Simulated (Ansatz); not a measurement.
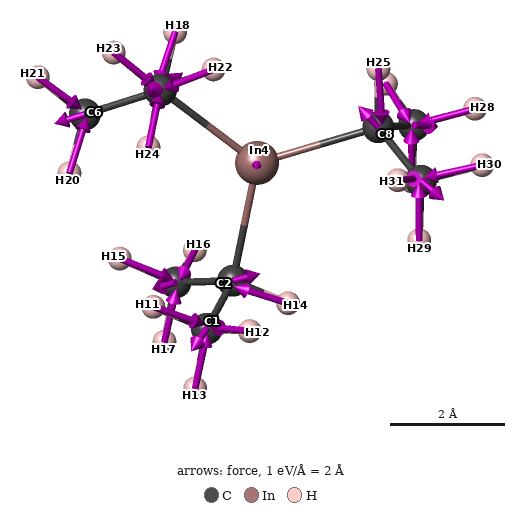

Starting geometry of C₉H₂₁In with the computed forces as purple arrows. A ball-and-stick model, seen at a tilt.

The start comes from PBE-D4/def2-SVP.

All numbers below come from Ansatz, RKS PBE0-D4/def2-TZVP.

The input:
```yaml
crystal:
  periodic: [false, false, false]
  atoms:
    - {symbol: C, position_ang: [-2.211980, -1.524945, -0.308073]}
    - {symbol: C, position_ang: [-1.315558, -0.699329, -1.239283]}
    - {symbol: C, position_ang: [-2.110508, 0.364369, -2.002713]}
    - {symbol: In, position_ang: [0.357894, 0.181041, -0.043934]}
    - {symbol: C, position_ang: [-0.100182, 1.757167, 1.471883]}
    - {symbol: C, position_ang: [-1.401498, 2.504995, 1.173434]}
    - {symbol: C, position_ang: [-0.112086, 1.117708, 2.866790]}
    - {symbol: C, position_ang: [2.395310, -0.698354, -0.304571]}
    - {symbol: C, position_ang: [2.896609, -0.443324, -1.729315]}
    - {symbol: C, position_ang: [2.359528, -2.193642, 0.027807]}
    - {symbol: H, position_ang: [-2.678915, -0.899861, 0.484556]}
    - {symbol: H, position_ang: [-1.661242, -2.344678, 0.200676]}
    - {symbol: H, position_ang: [-3.053046, -2.000676, -0.866792]}
    - {symbol: H, position_ang: [-0.832324, -1.384097, -1.970024]}
    - {symbol: H, position_ang: [-2.584735, 1.099950, -1.318939]}
    - {symbol: H, position_ang: [-1.482406, 0.938610, -2.715934]}
    - {symbol: H, position_ang: [-2.936109, -0.093674, -2.597187]}
    - {symbol: H, position_ang: [0.752459, 2.469880, 1.418192]}
    - {symbol: H, position_ang: [-1.387129, 3.011499, 0.186296]}
    - {symbol: H, position_ang: [-2.279778, 1.823838, 1.175555]}
    - {symbol: H, position_ang: [-1.606846, 3.288967, 1.939857]}
    - {symbol: H, position_ang: [0.848687, 0.620327, 3.118102]}
    - {symbol: H, position_ang: [-0.300543, 1.878407, 3.661070]}
    - {symbol: H, position_ang: [-0.916562, 0.356134, 2.970508]}
    - {symbol: H, position_ang: [3.063935, -0.179601, 0.416056]}
    - {symbol: H, position_ang: [2.224580, -0.892004, -2.493531]}
    - {symbol: H, position_ang: [2.989688, 0.638006, -1.965071]}
    - {symbol: H, position_ang: [3.904055, -0.895119, -1.893602]}
    - {symbol: H, position_ang: [1.652406, -2.747556, -0.628108]}
    - {symbol: H, position_ang: [3.359834, -2.667975, -0.116574]}
    - {symbol: H, position_ang: [2.058762, -2.393060, 1.078568]}
basis:
  gaussian: {orbitals: def2-TZVP}
hamiltonian: {xc: pbe0, dispersion: d4}
relax: {f_tol: 0.005, max_steps: 150}
```

Run as
```bash
ansatz run in.yaml --threads 11 --pin off --events-out ev --progress --plain --max-ram 174080MiB --backend cuda --devices 0, --max-vram 75GiB
```

Q: What follows when this structure is relaxed?

A: It isn't relaxed: the largest force vector, on H atoms, is 0.54 eV/Å. The final displacements have little in common with the starting forces (cosine between the two patterns 0.14). The largest moves after the best rigid fit, 0.28 Å, are those of H12 and H16. Largest moves by element: H 0.28 Å, C 0.18 Å, In 0.06 Å. Some distances before and after: C2–In4 2.237 → 2.198 Å, In4–C5 2.234 → 2.196 Å, C10–H30 1.116 → 1.099 Å, C10–H29 1.112 → 1.095 Å. After 13 geometry steps the energy has fallen by 0.134 eV. Largest force component: 0.51 eV/Å at the start, 0.0043 eV/Å at the end.
